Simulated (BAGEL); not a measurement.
**CH3AlCl (SMILES [CH3][Al][Cl]): ROHF/6-31G(d) (density fitting with qzvpp-jkfit, spherical functions)**

Aim: the energy change on altering one bond length of CH3AlCl at ROHF/6-31G* (density fitting with qzvpp-jkfit, spherical functions), from 2 runs. 

The results are computed with BAGEL 1.2.2.

2 further runs of the same task are left out: 2 set aside as unsound or not needed.

**1. The system as given**

CH3AlCl has 6 atoms, charge 0, and is taken as a doublet. As SMILES, `[CH3][Al][Cl]`. Geometry: relaxed at PBE0-D4/def2-TZVP.

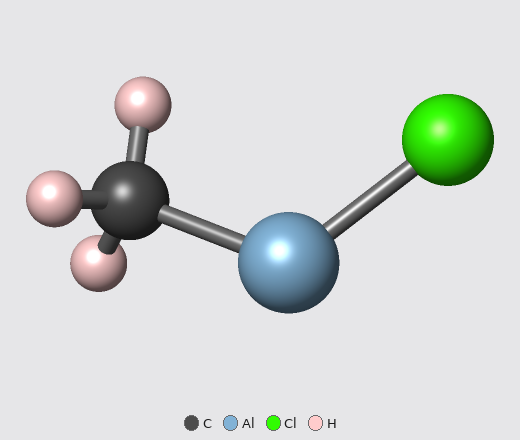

The structure, seen from a chosen angle (carbon dark grey, aluminium light blue, chlorine green, hydrogen pink).

**2. A single-point energy at ROHF/6-31G(d) (density fitting with qzvpp-jkfit, spherical functions)**

File hf.json:

```json
{ "bagel": [

{
  "title": "molecule",
  "basis": "6-31gs.json",
  "df_basis": "qzvpp-jkfit",
  "angstrom": true,
  "geometry": [
    { "atom": "C", "xyz": [      -0.441400,       0.449000,      -0.287200 ] },
    { "atom": "Al", "xyz": [       0.123100,      -1.352900,       0.254500 ] },
    { "atom": "Cl", "xyz": [       2.028600,      -1.546300,       1.168800 ] },
    { "atom": "H", "xyz": [       0.335300,       1.177300,      -0.041400 ] },
    { "atom": "H", "xyz": [      -1.368200,       0.727800,       0.222100 ] },
    { "atom": "H", "xyz": [      -0.635200,       0.481000,      -1.363100 ] }
  ]
},

{ "title": "rohf", "nopen": 1 },

{ "title": "print", "file": "orbitals.molden", "orbitals": true }

]}
```

The basis set 6-31G* is read from a file made from the Basis Set Exchange's data (not shown).

Started as:

```bash
$ BAGEL_NUM_THREADS=1 BAGEL hf.json > hf.out
```

What it wrote:

```text
* using 1 threads per process

  ===============================================================
  ===============================================================

  *** Geometry ***

  { "atom" : "C", "xyz" : [     -0.834125,      0.848487,     -0.542729 ] },
  { "atom" : "Al", "xyz" : [      0.232625,     -2.556610,      0.480935 ] },
  { "atom" : "Cl", "xyz" : [      3.833498,     -2.922084,      2.208712 ] },
  { "atom" : "H", "xyz" : [      0.633625,      2.224775,     -0.078235 ] },
  { "atom" : "H", "xyz" : [     -2.585523,      1.375343,      0.419708 ] },
  { "atom" : "H", "xyz" : [     -1.200354,      0.908958,     -2.575886 ] },

  Number of auxiliary basis functions:      385

  Since a DF basis is specified, we compute 2- and 3-index integrals:
    o Being stored without compression. Storage requirement is 0.010 GB

  Number of basis functions:       56
  Number of electrons      :       39

    * METHOD: MOLECULE                             0.13

  *** Open-shell HF ***

  === Nuclear Repulsion ===
   116.1503370439

      * DIIS with orbital gradients will be used.

  === ROHF iteration (6-31gs.json) ===
      0       -740.94180883          0.02950952           0.05
      1       -741.02376643          0.01280547           0.05
      2       -741.03965196          0.00596597           0.05
      3       -741.04374191          0.00153147           0.05
      4       -741.04496463          0.00054714           0.05
      5       -741.04520878          0.00020001           0.05
      6       -741.04525786          0.00004026           0.05
      7       -741.04527323          0.00001300           0.05
      8       -741.04527471          0.00000326           0.05
      9       -741.04527511          0.00000120           0.05
     10       -741.04527517          0.00000037           0.05
     11       -741.04527520          0.00000015           0.05
     12       -741.04527520          0.00000006           0.05
     13       -741.04527521          0.00000002           0.05
     14       -741.04527521          0.00000001           0.05
    * SCF iteration converged.

    * S^2 (ROHF) is 0.7500

    * Permanent dipole moment:
           (    0.878260,    -0.152583,     0.431252) a.u.

    * METHOD: ROHF                                 0.89

    * METHOD: PRINT                                0.01

  ===============================================================
```

It took 1.2 s on 1 thread of Arm Neoverse V1, shared host.

**3. The distorted shape at the same level**

File hf.json:

```json
{ "bagel" : [

{
  "title" : "molecule",
  "basis" : "6-31gs.json",
  "df_basis" : "qzvpp-jkfit",
  "angstrom" : true,
  "geometry" : [
    { "atom" : "C", "xyz" : [      -0.412336,       0.444201,      -0.125850 ] },
    { "atom" : "Al", "xyz" : [       0.152164,      -1.357699,       0.415850 ] },
    { "atom" : "Cl", "xyz" : [       2.057664,      -1.551099,       1.330150 ] },
    { "atom" : "H", "xyz" : [       0.364364,       1.172501,       0.119950 ] },
    { "atom" : "H", "xyz" : [      -1.339136,       0.723001,       0.383450 ] },
    { "atom" : "H", "xyz" : [      -0.635200,       0.481000,      -1.363100 ] }
  ]
},

{ "title" : "rohf", "nopen" : 1 },

{ "title" : "print", "file" : "orbitals.molden", "orbitals" : true }

]}
```

The basis set 6-31G* is read from a file made from the Basis Set Exchange's data (not shown).

Started as:

```bash
$ BAGEL_NUM_THREADS=1 BAGEL hf.json > hf.out
```

What it wrote:

```text
* using 1 threads per process

  ===============================================================
  ===============================================================

  *** Geometry ***

  { "atom" : "C", "xyz" : [     -0.779202,      0.839418,     -0.237822 ] },
  { "atom" : "Al", "xyz" : [      0.287548,     -2.565679,      0.785843 ] },
  { "atom" : "Cl", "xyz" : [      3.888421,     -2.931152,      2.513619 ] },
  { "atom" : "H", "xyz" : [      0.688548,      2.215706,      0.226673 ] },
  { "atom" : "H", "xyz" : [     -2.530600,      1.366274,      0.724615 ] },
  { "atom" : "H", "xyz" : [     -1.200354,      0.908958,     -2.575886 ] },

  Number of auxiliary basis functions:      385

  Since a DF basis is specified, we compute 2- and 3-index integrals:
    o Being stored without compression. Storage requirement is 0.010 GB

  Number of basis functions:       56
  Number of electrons      :       39

    * METHOD: MOLECULE                             0.13

  *** Open-shell HF ***

  === Nuclear Repulsion ===
   115.5529677597

      * DIIS with orbital gradients will be used.

  === ROHF iteration (6-31gs.json) ===
      0       -740.93091266          0.02879656           0.06
      1       -741.00966603          0.01253066           0.05
      2       -741.02536850          0.00616213           0.05
      3       -741.02962677          0.00159549           0.05
      4       -741.03097100          0.00058352           0.05
      5       -741.03123846          0.00021099           0.05
      6       -741.03129119          0.00003977           0.05
      7       -741.03130723          0.00001260           0.05
      8       -741.03130879          0.00000340           0.05
      9       -741.03130913          0.00000124           0.05
     10       -741.03130919          0.00000039           0.05
     11       -741.03130922          0.00000017           0.05
     12       -741.03130922          0.00000007           0.05
     13       -741.03130922          0.00000003           0.05
     14       -741.03130923          0.00000001           0.05
     15       -741.03130923          0.00000000           0.05
    * SCF iteration converged.

    * S^2 (ROHF) is 0.7500

    * Permanent dipole moment:
           (    0.861939,    -0.142080,     0.381580) a.u.

    * METHOD: ROHF                                 0.93

    * METHOD: PRINT                                0.01

  ===============================================================
```

Wall time 1.2 s (1 thread of Arm Neoverse V1, shared host).

**4. Outcome**

Level: ROHF/6-31G* (density fitting with qzvpp-jkfit, spherical functions).

| quantity | value |
| --- | --- |
| first shape: total energy | -741.04528 Eh |
| first shape: dipole moment | 2.52 D |
| first shape: ⟨S²⟩ | 0.750 |
| distorted shape: total energy | -741.03131 Eh |
| distorted shape: dipole moment | 2.42 D |
| distorted shape: ⟨S²⟩ | 0.750 |
| energy change with the C1–H6 bond stretched from 1.094 to 1.258 Å | 0.380 eV |

In words: With the C1–H6 bond stretched from 1.094 to 1.258 Å the energy rises by 0.38 eV (36.7 kJ/mol). The first shape isn't relaxed at this level, so the change isn't measured from a minimum.
